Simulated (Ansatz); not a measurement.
# Molecular dynamics, with input and output: CH₅F₃Ge (part 1 of 5)

The run: molecular dynamics of CH₅F₃Ge. Method and program: RKS B3LYP/def2-SVP (Ansatz 0.2.0).

It belongs to a series of runs on one base structure; here: dynamics from the highest image of the converged band. Figures and captions count atoms from 1; the log counts them from 0 in places.

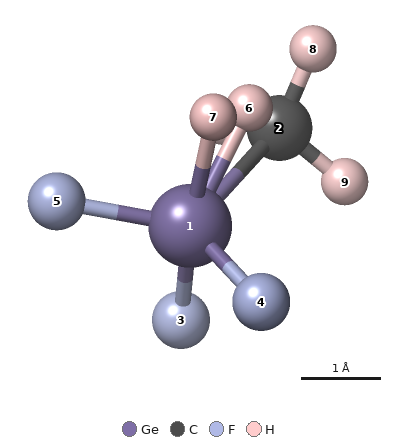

Fig. 1: The structure as given in the input (ball-and-stick view, seen at a tilt; atoms are numbered from 1 in the order of the input). Sticks mark near contacts. Bond lengths as drawn: C–Ge 2.17 Å, C–H 1.10 to 1.11 Å, F–Ge 1.73 to 1.75 Å and Ge–H 1.68 to 1.75 Å.

**Results in brief**

```tsv
quantity	value
outcome	finished
mean temperature over the second half	2533 K
trajectory	200 steps, 100 fs
ensemble	nve
temperature in the input	100.0 K
time step	0.5 fs
potential energy (last step)	−65776.3304 eV
mean-field energy (last step)	−65776.3304 eV
largest force (length of the vector) (last step)	2.589 eV/Å
hardware	2 threads of Intel Xeon (Sapphire Rapids), 16 GiB of memory available, shared host
wall time	7.9 min (CPU time 15 min)
peak memory	0.3 GiB
```

**Remarks**

So short a trajectory is not equilibrated.

**Input file**
```yaml
crystal:
  periodic: [false, false, false]
  atoms:
    - { symbol: Ge, position_ang: [-0.643989, 0.565221, 0.487795] }
    - { symbol: C, position_ang: [0.626811, -0.646691, -0.79009] }
    - { symbol: F, position_ang: [-1.690372, 0.818079, -0.885861] }
    - { symbol: F, position_ang: [-1.794418, -0.270682, 1.472571] }
    - { symbol: F, position_ang: [-0.200109, 2.221989, 0.712744] }
    - { symbol: H, position_ang: [0.778316, -0.318199, 0.581958] }
    - { symbol: H, position_ang: [0.594129, 0.124654, 1.643164] }
    - { symbol: H, position_ang: [1.565795, -1.167577, -0.511278] }
    - { symbol: H, position_ang: [-0.09605, -1.403538, -1.126642] }
    - { symbol: H, position_ang: [0.859988, 0.076643, -1.58446] }
basis:
  gaussian: { orbitals: def2-SVP }
hamiltonian:
  xc: b3lyp
md:
  timestep: 0.5
  n_steps: 200
  ensemble: nve
  temperature: 100.0
  initial_velocities: maxwell_boltzmann
  seed: 6705
```

Run as:
```bash
ansatz run input.yaml --threads 2 --pin off --max-ram 3072MiB --backend cpu --events-out ev --progress --plain --runs-dir out
```

**The program's output**
```
Engine: ansatz 0.2.0, x86_64-unknown-linux-gnu
Functional definition: B3LYP
  parameter a0 = 0.2
  parameter ax = 0.72
  parameter ac = 0.81
  exchange = (1 - a0 - ax)*slater_x + ax*b88_x + a0*exact_x
  correlation = (1 - ac)*vwn_rpa_c + ac*lyp_c
1192 factors; integrals over basis functions are off by at most 4.2e-4 eV
mean field evaluation 1: about -65765.1538 eV, gradient 6.9e1 eV
mean field evaluation 2: about -65753.6685 eV, gradient 1.1e2 eV
mean field evaluation 4: about -65773.6042 eV, gradient 4.3e0 eV
mean field evaluation 8: about -65773.6556 eV, gradient 7.0e-2 eV
mean field -65773.65562351 eV, -2417.1372611790 hartree, gradient 6.3e-5 eV, S^2 0.000000; 0 other end points of the search recorded, 0 dependent functions left out
the calculation of the forces begins
reference -65773.65585078 eV, -2417.1372695310 hartree; 35, 35 occupied and 78, 78 virtual orbitals, 1192 factors
md step     0: t =     0.00 fs  T =   100.0 K  F+E_penalty+E_count = -65773.65562351 eV  E_kin = 0.103408 eV  conserved = -65773.55221551 eV  (26 SCF iters)
these checks for a lower state are left out or cut short: starts, cluster_reference, orbital_swaps, neighbouring_geometries, increment
1192 factors; integrals over basis functions are off by at most 4.0e-4 eV
mean field evaluation 16: about -65773.6435 eV, gradient 5.4e-1 eV
mean field -65773.65507612 eV, -2417.1372410627 hartree, gradient 1.2e-5 eV, S^2 0.000000; 0 other end points of the search recorded, 0 dependent functions left out
the calculation of the forces begins
reference -65773.65530338 eV, -2417.1372494144 hartree; 35, 35 occupied and 78, 78 virtual orbitals, 1192 factors
md step     1: t =     0.50 fs  T =    99.5 K  F+E_penalty+E_count = -65773.65507612 eV  E_kin = 0.102874 eV  conserved = -65773.55220209 eV  (30 SCF iters)
[... from here on the SCF iterations and repeated set-up lines of each step are left out, up to the last step ...]
md step     2: t =     1.00 fs  T =    98.7 K  F+E_penalty+E_count = -65773.65424890 eV  E_kin = 0.102087 eV  conserved = -65773.55216179 eV  (30 SCF iters)
md step     3: t =     1.50 fs  T =    98.3 K  F+E_penalty+E_count = -65773.65378046 eV  E_kin = 0.101678 eV  conserved = -65773.55210233 eV  (30 SCF iters)
md step     4: t =     2.00 fs  T =    99.2 K  F+E_penalty+E_count = -65773.65461527 eV  E_kin = 0.102582 eV  conserved = -65773.55203316 eV  (30 SCF iters)
md step     5: t =     2.50 fs  T =   102.4 K  F+E_penalty+E_count = -65773.65785802 eV  E_kin = 0.105897 eV  conserved = -65773.55196095 eV  (31 SCF iters)
md step     6: t =     3.00 fs  T =   109.1 K  F+E_penalty+E_count = -65773.66467062 eV  E_kin = 0.112784 eV  conserved = -65773.55188618 eV  (29 SCF iters)
md step     7: t =     3.50 fs  T =   120.4 K  F+E_penalty+E_count = -65773.67626873 eV  E_kin = 0.124467 eV  conserved = -65773.55180143 eV  (30 SCF iters)
md step     8: t =     4.00 fs  T =   137.7 K  F+E_penalty+E_count = -65773.69404356 eV  E_kin = 0.142350 eV  conserved = -65773.55169323 eV  (30 SCF iters)
md step     9: t =     4.50 fs  T =   162.7 K  F+E_penalty+E_count = -65773.71978228 eV  E_kin = 0.168234 eV  conserved = -65773.55154784 eV  (29 SCF iters)
md step    10: t =     5.00 fs  T =   197.8 K  F+E_penalty+E_count = -65773.75590058 eV  E_kin = 0.204539 eV  conserved = -65773.55136153 eV  (29 SCF iters)
md step    11: t =     5.50 fs  T =   246.0 K  F+E_penalty+E_count = -65773.80553379 eV  E_kin = 0.254377 eV  conserved = -65773.55115718 eV  (30 SCF iters)
md step    12: t =     6.00 fs  T =   310.6 K  F+E_penalty+E_count = -65773.87224299 eV  E_kin = 0.321233 eV  conserved = -65773.55100985 eV  (30 SCF iters)
md step    13: t =     6.50 fs  T =   394.5 K  F+E_penalty+E_count = -65773.95897402 eV  E_kin = 0.407894 eV  conserved = -65773.55108022 eV  (29 SCF iters)
md step    14: t =     7.00 fs  T =   497.3 K  F+E_penalty+E_count = -65774.06583466 eV  E_kin = 0.514206 eV  conserved = -65773.55162825 eV  (30 SCF iters)
md step    15: t =     7.50 fs  T =   612.8 K  F+E_penalty+E_count = -65774.18660739 eV  E_kin = 0.633679 eV  conserved = -65773.55292873 eV  (30 SCF iters)
md step    16: t =     8.00 fs  T =   726.0 K  F+E_penalty+E_count = -65774.30558394 eV  E_kin = 0.750693 eV  conserved = -65773.55489132 eV  (30 SCF iters)
md step    17: t =     8.50 fs  T =   816.3 K  F+E_penalty+E_count = -65774.40047147 eV  E_kin = 0.844125 eV  conserved = -65773.55634605 eV  (27 SCF iters)
md step    18: t =     9.00 fs  T =   875.7 K  F+E_penalty+E_count = -65774.46062023 eV  E_kin = 0.905593 eV  conserved = -65773.55502691 eV  (29 SCF iters)
md step    19: t =     9.50 fs  T =   933.9 K  F+E_penalty+E_count = -65774.51650751 eV  E_kin = 0.965776 eV  conserved = -65773.55073105 eV  (29 SCF iters)
md step    20: t =    10.00 fs  T =  1049.8 K  F+E_penalty+E_count = -65774.63440531 eV  E_kin = 1.085604 eV  conserved = -65773.54880124 eV  (30 SCF iters)
md step    21: t =    10.50 fs  T =  1245.3 K  F+E_penalty+E_count = -65774.84066512 eV  E_kin = 1.287769 eV  conserved = -65773.55289632 eV  (29 SCF iters)
md step    22: t =    11.00 fs  T =  1467.4 K  F+E_penalty+E_count = -65775.07528018 eV  E_kin = 1.517374 eV  conserved = -65773.55790598 eV  (29 SCF iters)
md step    23: t =    11.50 fs  T =  1644.6 K  F+E_penalty+E_count = -65775.25972857 eV  E_kin = 1.700621 eV  conserved = -65773.55910721 eV  (30 SCF iters)
md step    24: t =    12.00 fs  T =  1750.2 K  F+E_penalty+E_count = -65775.36711740 eV  E_kin = 1.809813 eV  conserved = -65773.55730403 eV  (30 SCF iters)
md step    25: t =    12.50 fs  T =  1801.7 K  F+E_penalty+E_count = -65775.41792533 eV  E_kin = 1.863152 eV  conserved = -65773.55477293 eV  (29 SCF iters)
md step    26: t =    13.00 fs  T =  1832.7 K  F+E_penalty+E_count = -65775.44787494 eV  E_kin = 1.895131 eV  conserved = -65773.55274434 eV  (29 SCF iters)
md step    27: t =    13.50 fs  T =  1872.1 K  F+E_penalty+E_count = -65775.48749667 eV  E_kin = 1.935948 eV  conserved = -65773.55154917 eV  (29 SCF iters)
md step    28: t =    14.00 fs  T =  1938.0 K  F+E_penalty+E_count = -65775.55523420 eV  E_kin = 2.004029 eV  conserved = -65773.55120531 eV  (30 SCF iters)
md step    29: t =    14.50 fs  T =  2035.1 K  F+E_penalty+E_count = -65775.65615670 eV  E_kin = 2.104416 eV  conserved = -65773.55174044 eV  (30 SCF iters)
md step    30: t =    15.00 fs  T =  2154.6 K  F+E_penalty+E_count = -65775.78131058 eV  E_kin = 2.228059 eV  conserved = -65773.55325150 eV  (30 SCF iters)
md step    31: t =    15.50 fs  T =  2273.6 K  F+E_penalty+E_count = -65775.90680889 eV  E_kin = 2.351102 eV  conserved = -65773.55570654 eV  (30 SCF iters)
md step    32: t =    16.00 fs  T =  2357.3 K  F+E_penalty+E_count = -65775.99601210 eV  E_kin = 2.437671 eV  conserved = -65773.55834125 eV  (29 SCF iters)
md step    33: t =    16.50 fs  T =  2374.1 K  F+E_penalty+E_count = -65776.01385330 eV  E_kin = 2.454990 eV  conserved = -65773.55886370 eV  (30 SCF iters)
md step    34: t =    17.00 fs  T =  2327.8 K  F+E_penalty+E_count = -65775.96187139 eV  E_kin = 2.407182 eV  conserved = -65773.55468902 eV  (29 SCF iters)
md step    35: t =    17.50 fs  T =  2282.8 K  F+E_penalty+E_count = -65775.90920439 eV  E_kin = 2.360620 eV  conserved = -65773.54858396 eV  (29 SCF iters)
md step    36: t =    18.00 fs  T =  2316.6 K  F+E_penalty+E_count = -65775.94431523 eV  E_kin = 2.395532 eV  conserved = -65773.54878341 eV  (26 SCF iters)
md step    37: t =    18.50 fs  T =  2426.8 K  F+E_penalty+E_count = -65776.06434245 eV  E_kin = 2.509478 eV  conserved = -65773.55486460 eV  (29 SCF iters)
md step    38: t =    19.00 fs  T =  2535.4 K  F+E_penalty+E_count = -65776.18043912 eV  E_kin = 2.621814 eV  conserved = -65773.55862496 eV  (30 SCF iters)
md step    39: t =    19.50 fs  T =  2583.0 K  F+E_penalty+E_count = -65776.22883519 eV  E_kin = 2.671004 eV  conserved = -65773.55783123 eV  (30 SCF iters)
md step    40: t =    20.00 fs  T =  2569.4 K  F+E_penalty+E_count = -65776.21209028 eV  E_kin = 2.656949 eV  conserved = -65773.55514122 eV  (30 SCF iters)
md step    41: t =    20.50 fs  T =  2527.5 K  F+E_penalty+E_count = -65776.16635562 eV  E_kin = 2.613658 eV  conserved = -65773.55269729 eV  (30 SCF iters)
md step    42: t =    21.00 fs  T =  2492.1 K  F+E_penalty+E_count = -65776.12816779 eV  E_kin = 2.576996 eV  conserved = -65773.55117155 eV  (30 SCF iters)
md step    43: t =    21.50 fs  T =  2486.3 K  F+E_penalty+E_count = -65776.12157080 eV  E_kin = 2.571010 eV  conserved = -65773.55056078 eV  (31 SCF iters)
md step    44: t =    22.00 fs  T =  2519.8 K  F+E_penalty+E_count = -65776.15643025 eV  E_kin = 2.605640 eV  conserved = -65773.55078992 eV  (30 SCF iters)
md step    45: t =    22.50 fs  T =  2588.9 K  F+E_penalty+E_count = -65776.22899376 eV  E_kin = 2.677092 eV  conserved = -65773.55190212 eV  (30 SCF iters)
md step    46: t =    23.00 fs  T =  2676.3 K  F+E_penalty+E_count = -65776.32145495 eV  E_kin = 2.767474 eV  conserved = -65773.55398115 eV  (30 SCF iters)
md step    47: t =    23.50 fs  T =  2751.4 K  F+E_penalty+E_count = -65776.40188127 eV  E_kin = 2.845147 eV  conserved = -65773.55673462 eV  (29 SCF iters)
md step    48: t =    24.00 fs  T =  2777.7 K  F+E_penalty+E_count = -65776.43103653 eV  E_kin = 2.872353 eV  conserved = -65773.55868398 eV  (29 SCF iters)
md step    49: t =    24.50 fs  T =  2736.6 K  F+E_penalty+E_count = -65776.38687750 eV  E_kin = 2.829851 eV  conserved = -65773.55702700 eV  (30 SCF iters)
md step    50: t =    25.00 fs  T =  2661.7 K  F+E_penalty+E_count = -65776.30357596 eV  E_kin = 2.752438 eV  conserved = -65773.55113825 eV  (29 SCF iters)
md step    51: t =    25.50 fs  T =  2633.2 K  F+E_penalty+E_count = -65776.27059848 eV  E_kin = 2.722976 eV  conserved = -65773.54762241 eV  (30 SCF iters)
md step    52: t =    26.00 fs  T =  2693.8 K  F+E_penalty+E_count = -65776.33747606 eV  E_kin = 2.785655 eV  conserved = -65773.55182107 eV  (30 SCF iters)
md step    53: t =    26.50 fs  T =  2792.1 K  F+E_penalty+E_count = -65776.44480428 eV  E_kin = 2.887289 eV  conserved = -65773.55751495 eV  (29 SCF iters)
md step    54: t =    27.00 fs  T =  2849.2 K  F+E_penalty+E_count = -65776.50503875 eV  E_kin = 2.946317 eV  conserved = -65773.55872152 eV  (26 SCF iters)
md step    55: t =    27.50 fs  T =  2837.4 K  F+E_penalty+E_count = -65776.49063377 eV  E_kin = 2.934075 eV  conserved = -65773.55655836 eV  (30 SCF iters)
md step    56: t =    28.00 fs  T =  2778.9 K  F+E_penalty+E_count = -65776.42740808 eV  E_kin = 2.873619 eV  conserved = -65773.55378874 eV  (30 SCF iters)
md step    57: t =    28.50 fs  T =  2711.2 K  F+E_penalty+E_count = -65776.35536173 eV  E_kin = 2.803614 eV  conserved = -65773.55174775 eV  (31 SCF iters)
md step    58: t =    29.00 fs  T =  2664.6 K  F+E_penalty+E_count = -65776.30605058 eV  E_kin = 2.755367 eV  conserved = -65773.55068341 eV  (31 SCF iters)
md step    59: t =    29.50 fs  T =  2655.5 K  F+E_penalty+E_count = -65776.29656679 eV  E_kin = 2.746047 eV  conserved = -65773.55051931 eV  (31 SCF iters)
md step    60: t =    30.00 fs  T =  2686.8 K  F+E_penalty+E_count = -65776.32960882 eV  E_kin = 2.778381 eV  conserved = -65773.55122760 eV  (31 SCF iters)
md step    61: t =    30.50 fs  T =  2747.3 K  F+E_penalty+E_count = -65776.39375570 eV  E_kin = 2.840878 eV  conserved = -65773.55287810 eV  (31 SCF iters)
md step    62: t =    31.00 fs  T =  2811.8 K  F+E_penalty+E_count = -65776.46308653 eV  E_kin = 2.907672 eV  conserved = -65773.55541434 eV  (29 SCF iters)
md step    63: t =    31.50 fs  T =  2844.9 K  F+E_penalty+E_count = -65776.49984586 eV  E_kin = 2.941815 eV  conserved = -65773.55803081 eV  (29 SCF iters)
md step    64: t =    32.00 fs  T =  2815.0 K  F+E_penalty+E_count = -65776.46931953 eV  E_kin = 2.910884 eV  conserved = -65773.55843540 eV  (29 SCF iters)
md step    65: t =    32.50 fs  T =  2727.6 K  F+E_penalty+E_count = -65776.37473147 eV  E_kin = 2.820556 eV  conserved = -65773.55417570 eV  (28 SCF iters)
md step    66: t =    33.00 fs  T =  2647.6 K  F+E_penalty+E_count = -65776.28607647 eV  E_kin = 2.737818 eV  conserved = -65773.54825861 eV  (30 SCF iters)
md step    67: t =    33.50 fs  T =  2649.9 K  F+E_penalty+E_count = -65776.28892329 eV  E_kin = 2.740164 eV  conserved = -65773.54875940 eV  (31 SCF iters)
md step    68: t =    34.00 fs  T =  2728.5 K  F+E_penalty+E_count = -65776.37633767 eV  E_kin = 2.821484 eV  conserved = -65773.55485385 eV  (29 SCF iters)
md step    69: t =    34.50 fs  T =  2805.3 K  F+E_penalty+E_count = -65776.45940774 eV  E_kin = 2.900947 eV  conserved = -65773.55846103 eV  (29 SCF iters)
md step    70: t =    35.00 fs  T =  2823.1 K  F+E_penalty+E_count = -65776.47690492 eV  E_kin = 2.919319 eV  conserved = -65773.55758640 eV  (30 SCF iters)
md step    71: t =    35.50 fs  T =  2783.3 K  F+E_penalty+E_count = -65776.43307283 eV  E_kin = 2.878176 eV  conserved = -65773.55489702 eV  (29 SCF iters)
md step    72: t =    36.00 fs  T =  2719.3 K  F+E_penalty+E_count = -65776.36441910 eV  E_kin = 2.811942 eV  conserved = -65773.55247710 eV  (26 SCF iters)
md step    73: t =    36.50 fs  T =  2665.5 K  F+E_penalty+E_count = -65776.30729430 eV  E_kin = 2.756321 eV  conserved = -65773.55097313 eV  (30 SCF iters)
md step    74: t =    37.00 fs  T =  2644.9 K  F+E_penalty+E_count = -65776.28545760 eV  E_kin = 2.735072 eV  conserved = -65773.55038523 eV  (30 SCF iters)
md step    75: t =    37.50 fs  T =  2666.9 K  F+E_penalty+E_count = -65776.30843369 eV  E_kin = 2.757791 eV  conserved = -65773.55064246 eV  (30 SCF iters)
md step    76: t =    38.00 fs  T =  2727.3 K  F+E_penalty+E_count = -65776.37202821 eV  E_kin = 2.820239 eV  conserved = -65773.55178917 eV  (30 SCF iters)
md step    77: t =    38.50 fs  T =  2808.3 K  F+E_penalty+E_count = -65776.45790749 eV  E_kin = 2.904008 eV  conserved = -65773.55389904 eV  (30 SCF iters)
md step    78: t =    39.00 fs  T =  2878.9 K  F+E_penalty+E_count = -65776.53369133 eV  E_kin = 2.977040 eV  conserved = -65773.55665104 eV  (29 SCF iters)
md step    79: t =    39.50 fs  T =  2902.8 K  F+E_penalty+E_count = -65776.56020817 eV  E_kin = 3.001681 eV  conserved = -65773.55852677 eV  (29 SCF iters)
md step    80: t =    40.00 fs  T =  2862.4 K  F+E_penalty+E_count = -65776.51661838 eV  E_kin = 2.959919 eV  conserved = -65773.55669980 eV  (29 SCF iters)
md step    81: t =    40.50 fs  T =  2793.4 K  F+E_penalty+E_count = -65776.43935375 eV  E_kin = 2.888603 eV  conserved = -65773.55075037 eV  (29 SCF iters)
md step    82: t =    41.00 fs  T =  2776.2 K  F+E_penalty+E_count = -65776.41827779 eV  E_kin = 2.870795 eV  conserved = -65773.54748320 eV  (30 SCF iters)
md step    83: t =    41.50 fs  T =  2850.2 K  F+E_penalty+E_count = -65776.49925917 eV  E_kin = 2.947354 eV  conserved = -65773.55190501 eV  (30 SCF iters)
md step    84: t =    42.00 fs  T =  2961.2 K  F+E_penalty+E_count = -65776.61961801 eV  E_kin = 3.062081 eV  conserved = -65773.55753682 eV  (30 SCF iters)
md step    85: t =    42.50 fs  T =  3030.5 K  F+E_penalty+E_count = -65776.69241874 eV  E_kin = 3.133790 eV  conserved = -65773.55862840 eV  (29 SCF iters)
md step    86: t =    43.00 fs  T =  3032.0 K  F+E_penalty+E_count = -65776.69181423 eV  E_kin = 3.135366 eV  conserved = -65773.55644788 eV  (28 SCF iters)
md step    87: t =    43.50 fs  T =  2988.5 K  F+E_penalty+E_count = -65776.64403756 eV  E_kin = 3.090309 eV  conserved = -65773.55372823 eV  (29 SCF iters)
md step    88: t =    44.00 fs  T =  2936.6 K  F+E_penalty+E_count = -65776.58841595 eV  E_kin = 3.036663 eV  conserved = -65773.55175262 eV  (28 SCF iters)
md step    89: t =    44.50 fs  T =  2905.7 K  F+E_penalty+E_count = -65776.55549654 eV  E_kin = 3.004749 eV  conserved = -65773.55074726 eV  (29 SCF iters)
md step    90: t =    45.00 fs  T =  2911.5 K  F+E_penalty+E_count = -65776.56140107 eV  E_kin = 3.010765 eV  conserved = -65773.55063607 eV  (26 SCF iters)
md step    91: t =    45.50 fs  T =  2955.8 K  F+E_penalty+E_count = -65776.60794031 eV  E_kin = 3.056544 eV  conserved = -65773.55139620 eV  (29 SCF iters)
md step    92: t =    46.00 fs  T =  3026.6 K  F+E_penalty+E_count = -65776.68283207 eV  E_kin = 3.129731 eV  conserved = -65773.55310153 eV  (28 SCF iters)
md step    93: t =    46.50 fs  T =  3098.0 K  F+E_penalty+E_count = -65776.75930106 eV  E_kin = 3.203618 eV  conserved = -65773.55568339 eV  (28 SCF iters)
md step    94: t =    47.00 fs  T =  3133.9 K  F+E_penalty+E_count = -65776.79895940 eV  E_kin = 3.240667 eV  conserved = -65773.55829248 eV  (28 SCF iters)
md step    95: t =    47.50 fs  T =  3103.0 K  F+E_penalty+E_count = -65776.76733453 eV  E_kin = 3.208751 eV  conserved = -65773.55858314 eV  (29 SCF iters)
md step    96: t =    48.00 fs  T =  3012.5 K  F+E_penalty+E_count = -65776.66934102 eV  E_kin = 3.115157 eV  conserved = -65773.55418447 eV  (28 SCF iters)
md step    97: t =    48.50 fs  T =  2928.5 K  F+E_penalty+E_count = -65776.57664623 eV  E_kin = 3.028273 eV  conserved = -65773.54837280 eV  (28 SCF iters)
md step    98: t =    49.00 fs  T =  2924.2 K  F+E_penalty+E_count = -65776.57301621 eV  E_kin = 3.023857 eV  conserved = -65773.54915895 eV  (28 SCF iters)
md step    99: t =    49.50 fs  T =  2990.3 K  F+E_penalty+E_count = -65776.64752437 eV  E_kin = 3.092251 eV  conserved = -65773.55527298 eV  (28 SCF iters)
md step   100: t =    50.00 fs  T =  3048.2 K  F+E_penalty+E_count = -65776.71075805 eV  E_kin = 3.152067 eV  conserved = -65773.55869134 eV  (28 SCF iters)
md step   101: t =    50.50 fs  T =  3042.7 K  F+E_penalty+E_count = -65776.70411960 eV  E_kin = 3.146430 eV  conserved = -65773.55768973 eV  (28 SCF iters)
md step   102: t =    51.00 fs  T =  2977.5 K  F+E_penalty+E_count = -65776.63391257 eV  E_kin = 3.078931 eV  conserved = -65773.55498124 eV  (28 SCF iters)
md step   103: t =    51.50 fs  T =  2886.2 K  F+E_penalty+E_count = -65776.53712083 eV  E_kin = 2.984526 eV  conserved = -65773.55259483 eV  (28 SCF iters)
md step   104: t =    52.00 fs  T =  2803.0 K  F+E_penalty+E_count = -65776.44966725 eV  E_kin = 2.898531 eV  conserved = -65773.55113668 eV  (28 SCF iters)
md step   105: t =    52.50 fs  T =  2750.3 K  F+E_penalty+E_count = -65776.39461447 eV  E_kin = 2.844024 eV  conserved = -65773.55059056 eV  (28 SCF iters)
md step   106: t =    53.00 fs  T =  2736.7 K  F+E_penalty+E_count = -65776.38082318 eV  E_kin = 2.829944 eV  conserved = -65773.55087898 eV  (28 SCF iters)
md step   107: t =    53.50 fs  T =  2757.6 K  F+E_penalty+E_count = -65776.40359136 eV  E_kin = 2.851546 eV  conserved = -65773.55204524 eV  (29 SCF iters)
md step   108: t =    54.00 fs  T =  2794.9 K  F+E_penalty+E_count = -65776.44428721 eV  E_kin = 2.890129 eV  conserved = -65773.55415822 eV  (29 SCF iters)
```
